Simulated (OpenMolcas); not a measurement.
**TiBr₄: single-point calculation (part 2 of 2)**

The same run, continued: TiBr₄; CASPT2/ANO-RCC-VDZP, DKH2 (OpenMolcas 26.06). The geometry comes from this level: GFN2-xTB.

Geometry of the input (Å):
```
Br -1.0923  0.0196  2.0723
Ti 0.0001  -0.0001  0.0001
Br 1.9828  -1.2353  0.1741
Br -1.3928  -0.9815  -1.6076
Br 0.5023  2.1972  -0.6388
```

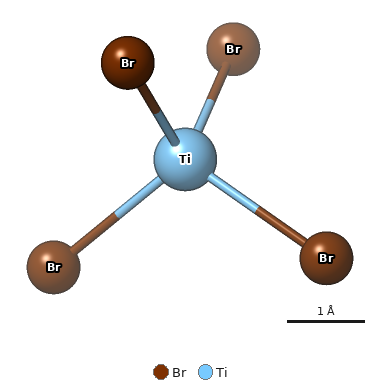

**Figure 1.** The structure (ball-and-stick view, seen at a tilt). Sticks mark near contacts.

## What the program printed, continued
```
      printout of CI-coefficients larger than  0.05 for root  1
      energy=  -11270.282576
      conf/sym  11     Coeff  Weight
             1  20   0.99064 0.98136
             3  02  -0.13652 0.01864

      Natural orbitals and occupation numbers for root  1
      sym 1:   1.962726   0.037274

      ************************************************************************************************************************
      *                                                    Final results                                                     *
      ************************************************************************************************************************

++    Final optimization conditions:
      ------------------------------

      Average CI energy                          -11270.28257620
      RASSCF energy for state  1                 -11270.28257620
      Super-CI energy                                -0.00000003
      RASSCF energy change                           -0.00000001
      Max change in MO coefficients               3.496E-05
      Max non-diagonal density matrix element    -4.239E-05
      Maximum BLB matrix element                  4.234E-05
      (orbital pair  65, 133 in symmetry   1)
      Norm of electronic gradient            1.072E-04
--

      Final state energy(ies):
      ------------------------

::    RASSCF root number  1 Total energy: -11270.28257620
      Von Neumann Entropy (Root   1) =  0.13372

      Mulliken population analysis for root number:  1
      -----------------------------------------------

++    Molecular charges:
      ------------------

      Mulliken charges per centre
      ---------------------------

                BR1     TI2     BR3     BR4     BR5
      Total   35.2611 21.0442 35.2611 35.1723 35.2612

      N-E     -0.2611  0.9558 -0.2611 -0.1723 -0.2612

      Total electronic charge=  162.000000

      Total            charge=   -0.000000
--

      Expectation values of various properties for root number:  1
      -----------------------------------------------------------

++    Molecular properties:
      ---------------------

      Charge (e):
                      =   -0.0000
      Dipole Moment (debye):
      Origin of the operator (angstrom)=   -0.0000    0.0000   -0.0000
                   X= -4.7127E-01               Y= -3.3460E-01               Z= -5.4440E-01           Total=  7.9399E-01
      Quadrupole Moment (debye*angstrom):
      Origin of the operator (angstrom)=   -0.0000    0.0000   -0.0000
                  XX= -9.2979E+01              XY=  6.6703E-01              XZ=  1.0965E+00              YY= -9.3461E+01
                  YZ=  7.7303E-01              ZZ= -9.2666E+01
      In traceless form (debye*angstrom)
                  XX=  8.4596E-02              XY=  1.0006E+00              XZ=  1.6447E+00              YY= -6.3867E-01
                  YZ=  1.1595E+00              ZZ=  5.5408E-01
--

      LoProp population analysis for root number:  1
      -----------------------------------------------

++    LoProp analysis:
      ----------------

++    Static properties:
      ------------------

      LoProp Charges per center

                   BR1      TI2      BR3      BR4      BR5
      Nuclear     35.0000  22.0000  35.0000  35.0000  35.0000
      Electronic -35.3869 -20.5478 -35.3868 -35.2914 -35.3870

      Total       -0.3869   1.4522  -0.3868  -0.2914  -0.3870
--

      Natural Bond Order analysis for root number:  1

++    Natural Bond Order analysis
      ---------------------------
      Based on LoProp computed density
      -------------------------------------------------------------------------------------
      Atom A       Atom B       Bond Order
      -------------------------------------------------------------------------------------
      NBO located      0.967 non-bonded electrons on atom BR1
      NBO located      1.015 non-bonded electrons on atom BR1
      NBO located      1.006 non-bonded electrons on atom BR1
      NBO located      1.000 non-bonded electrons on atom BR1
      NBO located      1.000 non-bonded electrons on atom BR1
      NBO located      1.000 non-bonded electrons on atom BR1
      NBO located      1.000 non-bonded electrons on atom BR1
      NBO located      1.000 non-bonded electrons on atom BR1
      NBO located      1.000 non-bonded electrons on atom BR1
      NBO located      1.000 non-bonded electrons on atom BR1
      NBO located      1.000 non-bonded electrons on atom BR1
      NBO located      1.000 non-bonded electrons on atom BR1
      NBO located      1.000 non-bonded electrons on atom BR1
      NBO located      1.000 non-bonded electrons on atom BR1
      NBO located      1.000 non-bonded electrons on atom BR1
      NBO located      1.000 non-bonded electrons on atom BR1
      NBO located      0.990 non-bonded electrons on atom TI2
      NBO located      1.002 non-bonded electrons on atom TI2
      NBO located      1.004 non-bonded electrons on atom TI2
      NBO located      1.004 non-bonded electrons on atom TI2
      NBO located      0.999 non-bonded electrons on atom TI2
      NBO located      1.000 non-bonded electrons on atom TI2
      NBO located      1.000 non-bonded electrons on atom TI2
      NBO located      1.000 non-bonded electrons on atom TI2
      NBO located      1.000 non-bonded electrons on atom TI2
      NBO located      0.968 non-bonded electrons on atom BR3
      NBO located      1.006 non-bonded electrons on atom BR3
      NBO located      1.000 non-bonded electrons on atom BR3
      NBO located      1.000 non-bonded electrons on atom BR3
      NBO located      1.000 non-bonded electrons on atom BR3
      NBO located      1.000 non-bonded electrons on atom BR3
      NBO located      1.000 non-bonded electrons on atom BR3
      NBO located      1.000 non-bonded electrons on atom BR3
      NBO located      1.000 non-bonded electrons on atom BR3
      NBO located      1.000 non-bonded electrons on atom BR3
      NBO located      1.000 non-bonded electrons on atom BR3
      NBO located      1.000 non-bonded electrons on atom BR3
      NBO located      1.000 non-bonded electrons on atom BR3
      NBO located      1.000 non-bonded electrons on atom BR3
      NBO located      1.000 non-bonded electrons on atom BR3
      NBO located      1.012 non-bonded electrons on atom BR4
      NBO located      1.000 non-bonded electrons on atom BR4
      NBO located      1.000 non-bonded electrons on atom BR4
      NBO located      1.000 non-bonded electrons on atom BR4
      NBO located      1.000 non-bonded electrons on atom BR4
      NBO located      1.000 non-bonded electrons on atom BR4
      NBO located      1.000 non-bonded electrons on atom BR4
      NBO located      1.000 non-bonded electrons on atom BR4
      NBO located      1.000 non-bonded electrons on atom BR4
      NBO located      1.000 non-bonded electrons on atom BR4
      NBO located      1.000 non-bonded electrons on atom BR4
      NBO located      1.000 non-bonded electrons on atom BR4
      NBO located      1.000 non-bonded electrons on atom BR4
      NBO located      1.000 non-bonded electrons on atom BR4
      NBO located      1.000 non-bonded electrons on atom BR4
      NBO located      0.974 non-bonded electrons on atom BR5
      NBO located      0.992 non-bonded electrons on atom BR5
      NBO located      1.007 non-bonded electrons on atom BR5
      NBO located      1.000 non-bonded electrons on atom BR5
      NBO located      1.000 non-bonded electrons on atom BR5
      NBO located      1.000 non-bonded electrons on atom BR5
      NBO located      1.000 non-bonded electrons on atom BR5
      NBO located      1.000 non-bonded electrons on atom BR5
      NBO located      1.000 non-bonded electrons on atom BR5
      NBO located      1.000 non-bonded electrons on atom BR5
      NBO located      1.000 non-bonded electrons on atom BR5
      NBO located      1.000 non-bonded electrons on atom BR5
      NBO located      1.000 non-bonded electrons on atom BR5
      NBO located      1.000 non-bonded electrons on atom BR5
      NBO located      1.000 non-bonded electrons on atom BR5
      NBO located      1.000 non-bonded electrons on atom BR5
      The remaining   11.284 electrons are to be considered as diffuse
--

--

      Average orbitals are written to the RASORB file
      Natural orbitals for root   1 are written to the RASORB.1 file
      Spin density orbitals for root   1 are written to the SPDORB.1 file

--- Stop Module: rasscf /rc=_RC_ALL_IS_WELL_ ---
--- Module rasscf spent 58 seconds ---

--- Start Module: caspt2 ---

                                              &CASPT2

                       available to each process: 1.9 GB of memory, 1 thread

++    Wave function specifications:
      -----------------------------

      Number of closed shell electrons          36
      Number of electrons in active shells       2
      Max number of holes in RAS1 space          0
      Max number of electrons in RAS3 space      0
      Number of inactive orbitals               18
      Number of active orbitals                  2
      Number of secondary orbitals              60
      Spin quantum number                      0.0
      State symmetry                             1
      Number of CSFs                             3
      Number of CASSCF root(s) available         1
      CASPT2 state passed to geometry opt.       1
      A file JOBMIX will be created
      This is a CASSCF or RASSCF reference function
--

++    Orbital specifications:
      -----------------------

      Symmetry species                           1
                                                 a
      Frozen orbitals                           62
      Inactive orbitals                         18
      Active orbitals                            2
      Secondary orbitals                        60
      Deleted orbitals                           0
      Number of basis functions                142
--

++    CASPT2 specifications:
      ----------------------

      Type of calculation                        SS-CASPT2
      Fock operator                              state-specific
      IPEA shift                                 0.25
      Real shift                                 0.00
      Imaginary shift                            0.20
      The input orbitals will be transformed to quasi-canonical
--

--------------------------------------------------------------------------------
 Estimated memory requirements:
  POLY3 :                   250070
  RHS:                      901460
  SIGMA :                   875860
  PRPCTL:                        0
 Available workspace:    232485139

++ CASPT2 computation for group   1

********************************************************************************
 Multi-State initialization phase begins for group   1
--------------------------------------------------------------------------------
********************************************************************************
 Compute H0 matrices for state    1
--------------------------------------------------------------------------------
--------------------------------------------------------------------------------
 H0 matrices have been computed.

********************************************************************************
  CASPT2 EQUATION SOLUTION
--------------------------------------------------------------------------------

  Total nr of CASPT2 parameters:
   Before reduction:      769410
   After  reduction:      758697

 Variance of |WF0>:       2.4138154942

 The contributions to the second order correlation energy in atomic units.
-----------------------------------------------------------------------------------------------------------------------------
  IT.      VJTU        VJTI        ATVX        AIVX        VJAI        BVAT        BJAT        BJAI        TOTAL       RNORM
-----------------------------------------------------------------------------------------------------------------------------
   1    -0.000000   -0.002779   -0.000000   -0.043420   -0.040692   -0.004844   -0.058538   -0.672863   -0.823137    0.009718
   2    -0.000000   -0.002821   -0.000000   -0.044416   -0.040975   -0.004873   -0.058678   -0.673336   -0.825100    0.001258
   3    -0.000000   -0.002820   -0.000000   -0.044430   -0.040974   -0.004873   -0.058686   -0.673336   -0.825119    0.000199
   4    -0.000000   -0.002821   -0.000000   -0.044426   -0.040968   -0.004872   -0.058681   -0.673328   -0.825096    0.000037
   5    -0.000000   -0.002821   -0.000000   -0.044426   -0.040968   -0.004872   -0.058681   -0.673327   -0.825095    0.000005
-----------------------------------------------------------------------------------------------------------------------------

  FINAL CASPT2 RESULT:

      Reference energy:      -11270.2825762048
      E2 (Non-variational):      -0.8250959029
      Shift correction:          -0.0083069812
      E2 (Variational):          -0.8334028841
      Total energy:          -11271.1159790889
      Residual norm:              0.0000006009
      Reference weight:           0.73007

      Contributions to the CASPT2 correlation energy
      Active & Virtual Only:         -0.0048724885
      One Inactive Excited:          -0.1031070155
      Two Inactive Excited:          -0.7171163989

++ Denominators, etc.
--------------------------------------------------------------------------------------------------------------
 Report on small energy denominators, large coefficients, and large energy contributions.
CASE  SYMM ACTIVE-MIX  NON-ACTIVE INDICES          DENOMINATOR     RHS VALUE       COEFFICIENT     CONTRIBUTION
AIVX     1  Mu1.0002  In1.072 Se1.083               1.14778588     -0.02853810      0.02506259     -0.00071524
AIVX     1  Mu1.0002  In1.075 Se1.083               1.11725372     -0.03296895      0.03021071     -0.00099602
AIVX     1  Mu1.0002  In1.071 Se1.084               1.14782412      0.02850441     -0.02503166     -0.00071351
AIVX     1  Mu1.0002  In1.076 Se1.084               1.11722511      0.03296903     -0.03021187     -0.00099606
AIVX     1  Mu1.0002  In1.072 Se1.085               1.15023041     -0.03775607      0.03381289     -0.00127664
AIVX     1  Mu1.0002  In1.074 Se1.085               1.13086905      0.06060148     -0.05305993     -0.00321551
AIVX     1  Mu1.0003  In1.074 Se1.085               1.26358963      0.03985689     -0.03107868     -0.00123870
AIVX     1  Mu1.0002  In1.071 Se1.086               1.15027002     -0.03779913      0.03384918     -0.00127947
AIVX     1  Mu1.0002  In1.073 Se1.086               1.13088291     -0.06058018      0.05303994     -0.00321317
AIVX     1  Mu1.0003  In1.073 Se1.086               1.26360350     -0.03984216      0.03106639     -0.00123775
VJAIM    1  Mu1.0001  Se1.086 In1.065 In1.063       4.12413101      0.12355731     -0.02994857     -0.00370036
VJAIM    1  Mu1.0001  Se1.085 In1.065 In1.064       4.12412223      0.12358111     -0.02995458     -0.00370182
BJAIP    1  Se1.086 In1.073 Se1.086 In1.073         0.97235543      0.02623333     -0.02588415     -0.00067903
BJAIP    1  Se1.085 In1.074 Se1.085 In1.074         0.97232770      0.02624538     -0.02589672     -0.00067967
BJAIP    1  Se1.083 In1.075 Se1.083 In1.075         0.94509705      0.02525589     -0.02557768     -0.00064599
BJAIP    1  Se1.084 In1.076 Se1.084 In1.076         0.94503983      0.02524567     -0.02556873     -0.00064550
BJAIM    1  Se1.083 In1.063 Se1.083 In1.064         4.07112861     -0.13701541      0.03357436     -0.00460020
BJAIM    1  Se1.084 In1.071 Se1.085 In1.073         0.98929664     -0.03564785      0.03461874     -0.00123408
BJAIM    1  Se1.083 In1.072 Se1.084 In1.074         0.98924453     -0.03565005      0.03462261     -0.00123430
BJAIM    1  Se1.085 In1.073 Se1.085 In1.074         0.97234157      0.03180121     -0.03137836     -0.00099787
BJAIM    1  Se1.083 In1.071 Se1.083 In1.075         0.97566745      0.03264464     -0.03210958     -0.00104821
BJAIM    1  Se1.083 In1.071 Se1.085 In1.075         0.97811335     -0.03203369      0.03143621     -0.00100702
BJAIM    1  Se1.083 In1.072 Se1.083 In1.076         0.97560060     -0.03266930      0.03213587     -0.00104986
BJAIM    1  Se1.084 In1.072 Se1.084 In1.076         0.97804513      0.03199707     -0.03140227     -0.00100478
--

   (Skipping property calculation,
    use PROP keyword to activate)
--

  Total CASPT2 energies:
::    CASPT2 Root  1     Total energy: -11271.11597909

  A NEW JOBIPH FILE NAMED 'JOBMIX' IS PREPARED.
********************************************************************************
--- Stop Module: caspt2 /rc=_RC_ALL_IS_WELL_ ---
--- Module caspt2 spent 6 seconds ---

.##################.
.# Happy landing! #.
.##################.

    Timing: Wall=84.71 User=81.60 System=3.08
```
